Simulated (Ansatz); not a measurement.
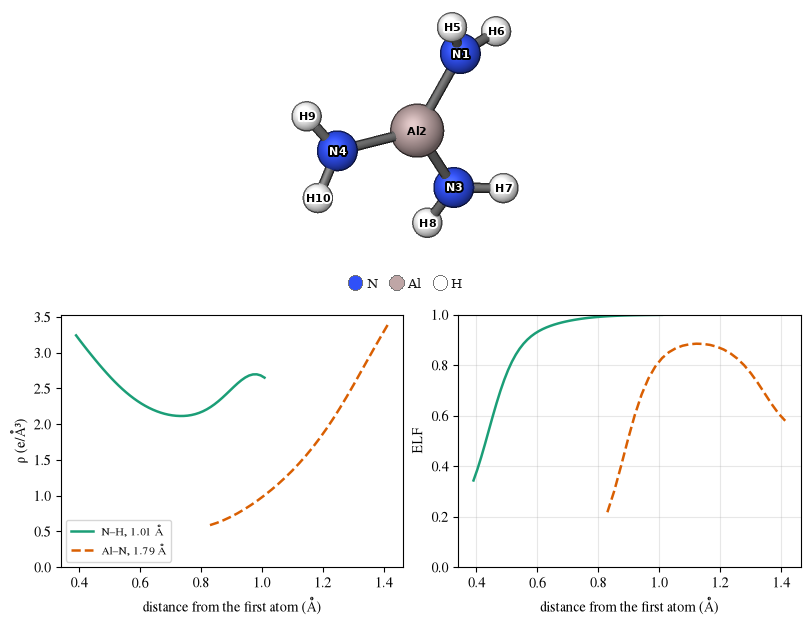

Figure 1: AlH₆N₃ (SMILES [NH2][Al]([NH2])[NH2]). Total electron density and ELF along straight lines between neighbouring atoms. The curves leave out the atomic cores. The structure is drawn too.

All numbers below come from RKS PBE0-D4/6-31G (Ansatz 0.2.0).

```yaml
atoms:
  - { symbol: N, position_ang: [-1.5948, 0.4302, -0.9620] }
  - { symbol: Al, position_ang: [-0.2148, -0.0364, 0.0863] }
  - { symbol: N, position_ang: [0.0218, -1.7554, 0.5447] }
  - { symbol: N, position_ang: [0.9286, 1.2154, 0.6750] }
  - { symbol: H, position_ang: [-1.6340, 1.2821, -1.5009] }
  - { symbol: H, position_ang: [-2.4258, -0.1281, -1.0861] }
  - { symbol: H, position_ang: [-0.3706, -2.5353, 0.0392] }
  - { symbol: H, position_ang: [0.5635, -2.0605, 1.3391] }
  - { symbol: H, position_ang: [0.7141, 2.1999, 0.7250] }
  - { symbol: H, position_ang: [1.8648, 1.0209, 0.9966] }
```

> Compare the contacts.

N–H (1.01 Å): the density is about 2.7 e/Å³ at the midpoint; the ELF climbs to about 1 towards the hydrogen, as it does in any bond to H; an ordinary covalent bond to hydrogen.
Al–N (1.79 Å): the density is about 0.7 e/Å³ at the midpoint; the ELF peaks at about 0.90 in the valence shell of N, 0.7 Å from its nucleus, and is about 0.50 at the midpoint.
